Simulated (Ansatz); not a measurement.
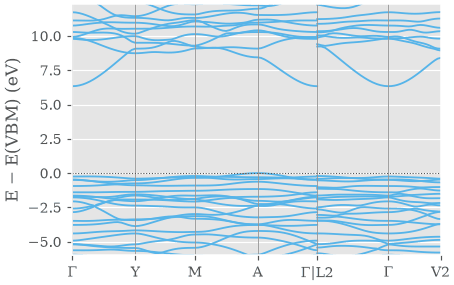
*Band structure from DFT-r²SCAN in the program Ansatz with PAW potentials*

Q: Read off the gap and where the band edges lie.

A: About 6.3 eV (6.33 eV by a search for the band edges); maximum at A, minimum at Γ.

The material is Mg₂P₂O₇ in space group C2/m (No. 12; Pearson symbol mS22).

The workflow started from a Materials Project entry (that database holds measured and hypothetical structures alike); the Crystallography Open Database files this formula in space group No. 12, but the cells were not matched. Its standing as an ambient phase is unchecked. The cell was relaxed with r²SCAN under the symmetry of its start; its stability against distortions is not shown here.

Potentials: the later of the program's two PAW sets.
